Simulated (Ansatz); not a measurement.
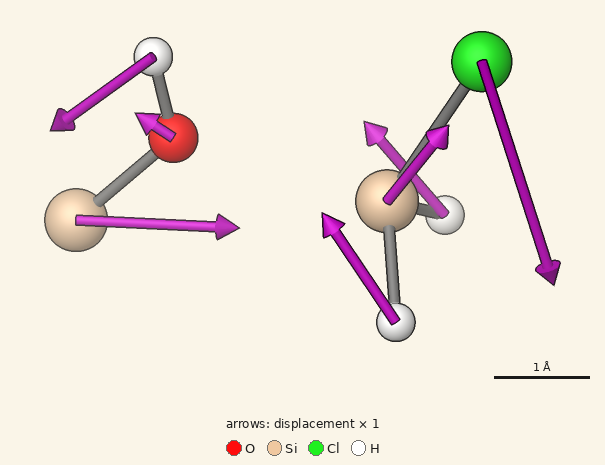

This is a relaxation of Si₂H₃OCl. The starting structure is drawn; purple arrows show the displacements, at their true length. The two geometries are superimposed by the best rigid fit.

The picture is a ball-and-stick view, seen at a tilt.

It is one of the separated reactants of a reaction.

Method: RKS PBE-D4/def2-SVP in Ansatz.

Input file:
```yaml
crystal:
  periodic: [false, false, false]
  atoms:
    - {symbol: O, position_ang: [-0.545523, 1.109734, -0.613724]}
    - {symbol: Si, position_ang: [-1.833683, 1.124933, -1.421906]}
    - {symbol: Si, position_ang: [0.258887, -0.869461, 0.375531]}
    - {symbol: Cl, position_ang: [2.007528, -0.409454, 1.356982]}
    - {symbol: H, position_ang: [0.003324, 1.895430, -0.464233]}
    - {symbol: H, position_ang: [0.538401, -1.885301, -0.666510]}
    - {symbol: H, position_ang: [-0.725403, -1.390290, 1.353100]}
basis:
  gaussian: {orbitals: def2-SVP}
hamiltonian: {xc: pbe, dispersion: d4}
relax: {f_tol: 0.03, max_steps: 250}
```

Launched with:
```bash
ansatz run in.yaml --threads 2 --pin off --events-out ev --progress --plain --max-ram 4352MiB
```

Which element moves most?

Chlorine: up to 2.72 Å, against 1.78 Å for silicon.

Describe the change and its energy.

Over 24 accepted moves (25 points after the start) the energy falls by 76.9 kcal/mol. The largest force component goes from 6.7 to 0.025 eV/Å. The line search rejected the trial step at point 22 of the run. The atom that moves furthest after the best rigid fit is Cl4 (2.72 Å). By element the largest moves are Cl 2.72 Å, Si 1.78 Å, H 1.52 Å, O 0.49 Å. Among the contacts that change: Si2–H6 3.906 → 1.739 Å, O1–Si3 2.354 → 3.404 Å, Si2–Si3 3.404 → 2.702 Å, Si3–H6 1.482 → 1.674 Å. New bonds form, among them: Si2–H6 (3.91 → 1.74 Å), Si2–H7 (3.91 → 1.74 Å). Among the angles between lasting bonds that change: H6–Si3–H7 110.4° → 76.5°, Cl4–Si3–H6 109.2° → 92.5°, Si2–O1–H5 123.6° → 112.2°. Cost: 47 s on 2 threads of Arm Neoverse V2 (shared host).

Limits of the set-up: the start holds two separate molecules, 2.4 Å apart at their closest, whose relative position is a soft coordinate.
